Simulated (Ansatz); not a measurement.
Given this structure, the end point of a relaxation (final pressure about 13 GPa) with DFT PBE, scalar-relativistic, plane waves, PAW in Ansatz 0.2.0; the starting structure was generated, so it need not be a known form of this composition, written in its standard cell:

```
CELL_PARAMETERS angstrom
3.64075 0.00000 0.00000
0.00000 3.64075 0.00000
0.00000 0.00000 5.06856
ATOMIC_POSITIONS crystal
Zn 0.00000 0.00000 0.00000
C 0.00000 0.00000 0.62254
C 0.00000 0.00000 0.37746
Zn 0.50000 0.50000 0.50000
C 0.50000 0.50000 0.12254
C 0.50000 0.50000 0.87746
```

**Predict the [111] zone-axis pattern (100 kV, kinematic, B = 1 Å²).**

The spots form a centred rectangular net with both shortest vectors at d = 2.96 Å, 70.1° apart. They are -1 0 1 and 0 -1 1. The pattern has symmetry 2mm. No reflection of this zone is absent.

Strongest reflections with d > 0.91 Å, one of each family (|F|² from tabulated Gaussian fits of the electron scattering factors, times a small damping for the curvature of the Ewald sphere):

```csv
hkl,d (Å),I (strongest = 100)
1 -1 0,2.574,100
2 -2 0,1.287,19
1 1 -2,1.806,16
2 1 -3,1.172,11
2 0 -2,1.478,10
3 0 -3,0.986,6
```

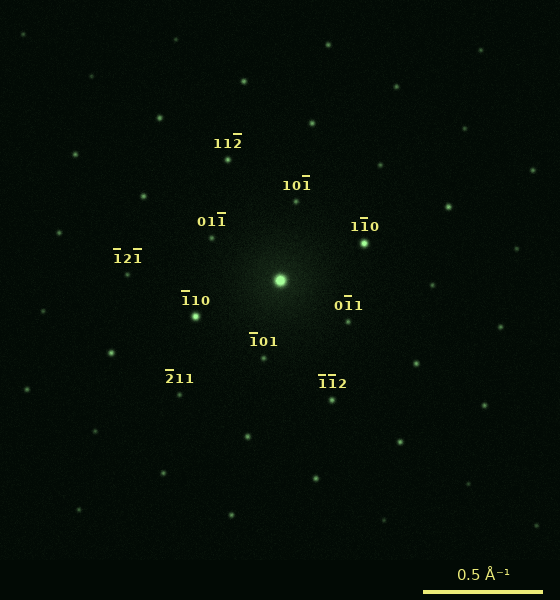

Calculated pattern, seen from the source side with [111] pointing towards the source.
